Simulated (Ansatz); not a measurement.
**Si2H8O: a changed input and its effect**

System: Si2H8O.
Method of run 1: direct RPA on PBE orbitals, frozen core/def2-TZVPP (Ansatz 0.2.0).

The geometry comes from this level: PBE0-D4/def2-TZVP. Text and figures count atoms from 1; the logs count them from 0 in places.

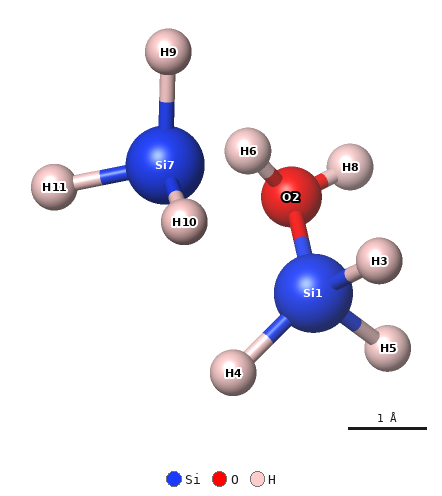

**Figure 1.** The structure as given in the input (ball-and-stick view, seen at a tilt; atoms are numbered from 1 in the order of the input).

**The input, run 1**
```yaml
crystal:
  periodic: [false, false, false]
  atoms:
    - {symbol: Si, position_ang: [-0.160891, 0.763143, -0.980964]}
    - {symbol: O, position_ang: [0.014503, 1.532052, 0.686814]}
    - {symbol: H, position_ang: [1.064658, 0.216446, -1.607692]}
    - {symbol: H, position_ang: [-1.434299, 0.110757, -1.368338]}
    - {symbol: H, position_ang: [-0.276329, 2.146381, -1.557673]}
    - {symbol: H, position_ang: [0.241426, 0.584277, 1.093756]}
    - {symbol: Si, position_ang: [-0.002151, -1.470524, 0.653684]}
    - {symbol: H, position_ang: [0.621681, 2.279031, 0.821227]}
    - {symbol: H, position_ang: [1.097695, -1.969678, 1.546356]}
    - {symbol: H, position_ang: [0.111945, -2.288884, -0.594213]}
    - {symbol: H, position_ang: [-1.278338, -1.903001, 1.306941]}
basis:
  gaussian: {orbitals: def2-TZVPP}
hamiltonian: {xc: pbe}
correlation: {method: rpa}
```

Launched with:
```bash
ansatz run in.yaml --threads 4 --pin off --events-out ev --progress --plain --max-ram 9574MiB
```

Hardware: 4 threads of Intel Xeon @ 2.50GHz, 180 GiB of memory available, shared host.

**Output (run 1)**
```
Functional definition: PBE
  parameter kappa = 0.804
  parameter beta = 0.06672455060314922
  exchange = pbe_x(kappa = kappa, mu = beta*pi^2/3)
  correlation = pbe_c(beta = beta)
1291 factors; integrals over basis functions are off by at most 7.1e-4 eV
mean field evaluation 1: about -17916.2547 eV, gradient 5.2e1 eV
mean field evaluation 2: about -17916.2382 eV, gradient 5.2e1 eV
mean field evaluation 4: about -17920.6718 eV, gradient 1.6e1 eV
mean field evaluation 8: about -17921.3843 eV, gradient 3.7e-1 eV
mean field evaluation 16: about -17921.3848 eV, gradient 7.4e-5 eV
mean field -17921.38475474 eV, -658.5987421858 hartree, gradient 1.3e-6 eV, S^2 0.000000; 0 other end points of the search recorded, 0 dependent functions left out
11 core orbitals not correlated: weight in the atoms' cores, before any rotation towards them, 1.000 or more for the frozen orbitals, at most 0.000 for the correlated occupied ones
reference -17885.63457351 eV, -657.2849472579 hartree; 11, 11 occupied and 205, 205 virtual orbitals, 1291 factors
Total energy: -17912.63355281 eV, -658.2771414467 hartree
```

For run 2 the input was changed thus:
```diff
-    - {symbol: Si, position_ang: [-0.160891, 0.763143, -0.980964]}
-    - {symbol: O, position_ang: [0.014503, 1.532052, 0.686814]}
-    - {symbol: H, position_ang: [1.064658, 0.216446, -1.607692]}
-    - {symbol: H, position_ang: [-1.434299, 0.110757, -1.368338]}
-    - {symbol: H, position_ang: [-0.276329, 2.146381, -1.557673]}
-    - {symbol: H, position_ang: [0.241426, 0.584277, 1.093756]}
-    - {symbol: Si, position_ang: [-0.002151, -1.470524, 0.653684]}
-    - {symbol: H, position_ang: [0.621681, 2.279031, 0.821227]}
-    - {symbol: H, position_ang: [1.097695, -1.969678, 1.546356]}
-    - {symbol: H, position_ang: [0.111945, -2.288884, -0.594213]}
-    - {symbol: H, position_ang: [-1.278338, -1.903001, 1.306941]}
+    - {symbol: Si, position_ang: [-0.211947, 0.200084, -1.338161]}
+    - {symbol: O, position_ang: [0.583119, 1.298478, 1.477273]}
+    - {symbol: H, position_ang: [1.157857, 0.765178, -1.484392]}
+    - {symbol: H, position_ang: [-0.604005, -0.355994, -2.664272]}
+    - {symbol: H, position_ang: [-1.147482, 1.318000, -1.034916]}
+    - {symbol: H, position_ang: [1.434035, 1.657161, 1.213388]}
+    - {symbol: Si, position_ang: [-0.280852, -1.446303, 0.327393]}
+    - {symbol: H, position_ang: [-0.025885, 2.040793, 1.453044]}
+    - {symbol: H, position_ang: [1.057492, -1.630482, 0.944827]}
+    - {symbol: H, position_ang: [-0.689343, -2.749961, -0.270310]}
+    - {symbol: H, position_ang: [-1.273088, -1.096955, 1.376024]}
```

What does this change do to the results?

With the same method and basis, run 2 lies 44.9 kcal/mol lower. On the same kind of shared host run 2 took about 0.67 times as long.

**Output (run 2)**
```
Functional definition: PBE
  parameter kappa = 0.804
  parameter beta = 0.06672455060314922
  exchange = pbe_x(kappa = kappa, mu = beta*pi^2/3)
  correlation = pbe_c(beta = beta)
1294 factors; integrals over basis functions are off by at most 8.4e-4 eV
mean field evaluation 1: about -17916.5260 eV, gradient 6.0e1 eV
mean field evaluation 2: about -17916.5089 eV, gradient 6.0e1 eV
mean field evaluation 4: about -17922.6133 eV, gradient 1.2e1 eV
mean field evaluation 8: about -17922.9684 eV, gradient 2.8e-1 eV
mean field evaluation 16: about -17922.9686 eV, gradient 1.2e-5 eV
mean field -17922.96858452 eV, -658.6569468567 hartree, gradient 1.7e-6 eV, S^2 0.000000; 0 other end points of the search recorded, 0 dependent functions left out
11 core orbitals not correlated: weight in the atoms' cores, before any rotation towards them, 1.000 or more for the frozen orbitals, at most 0.000 for the correlated occupied ones
reference -17888.25874935 eV, -657.3813839412 hartree; 11, 11 occupied and 205, 205 virtual orbitals, 1294 factors
Total energy: -17914.58121490 eV, -658.3487167084 hartree
```

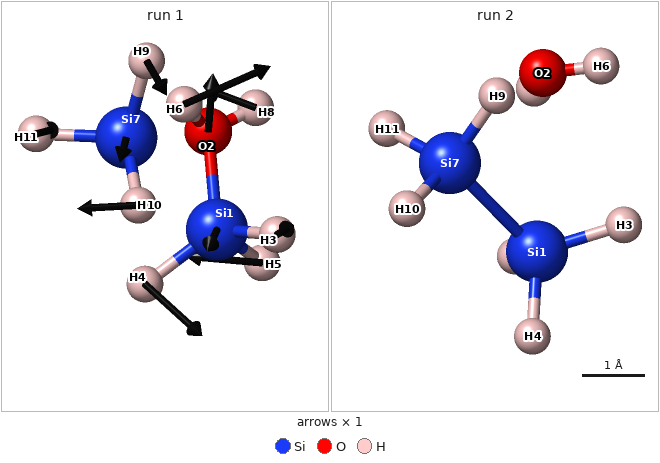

**Figure 2.** The two input geometries at one scale (ball-and-stick view, seen at a tilt). The black arrows on the first give the shifts of the atoms after the best rigid fit, at true length. H6 moves most after the best rigid fit: 1.62 Å. Largest moves by element: H 1.62 Å, O 1.01 Å, Si 0.67 Å. Among the contacts that change: Si1–O2 1.845 → 3.125 Å, Si1–Si7 2.772 → 2.343 Å, O2–H6 1.056 → 0.960 Å, Si1–H5 1.503 → 1.489 Å.

**The two runs side by side**

```csv
quantity,run 1,run 2
outcome,converged,converged
total energy (hartree),−658.277141,−658.348717
basis functions,227,227
wall time (shared host),7.5 s,5 s
```
